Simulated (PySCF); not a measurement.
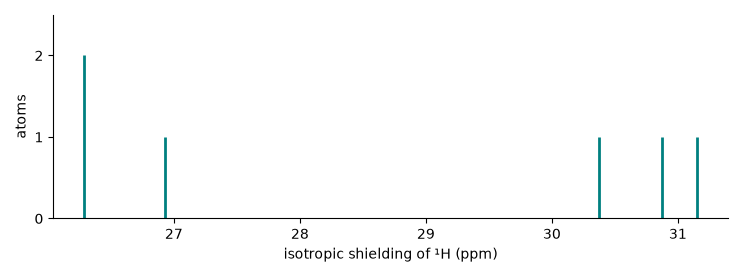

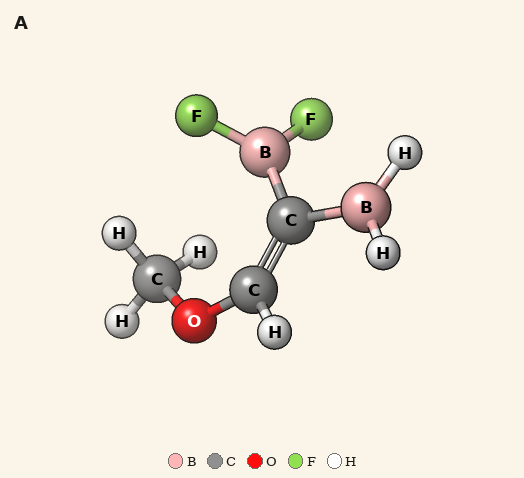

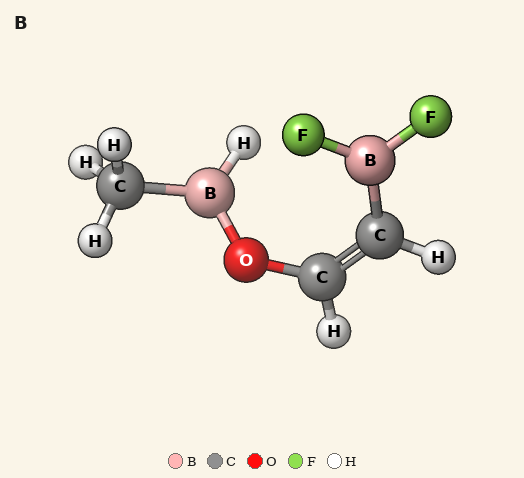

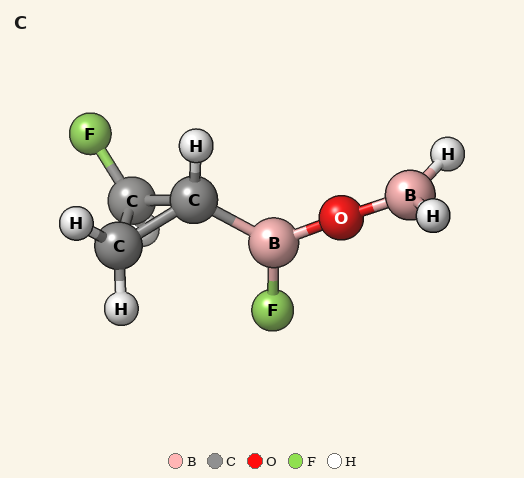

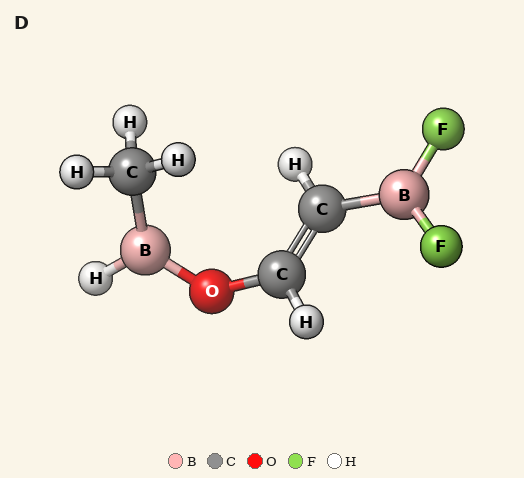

The sticks are computed shieldings of one of the molecules, for one fixed geometry (GFN2-xTB) without averaging over rotations. Low shielding means a high chemical shift. Method: GIAO PBE0/pcSseg-1 NMR shielding, non-relativistic, gas phase (PySCF 2.14.0).

**Match the spectrum to a structure.**

C, `BOB(F)[C@@H]1C[C@H]1F`. Its 6 H atoms give lines at 26.29 (2 atoms), 26.93, 30.37, 30.87, 31.15 ppm.

The geometry is semi-empirical. Around B such bond lengths and angles can be off by a tenth of an ångström or more and by several degrees, and values that hang on the shape move with them.
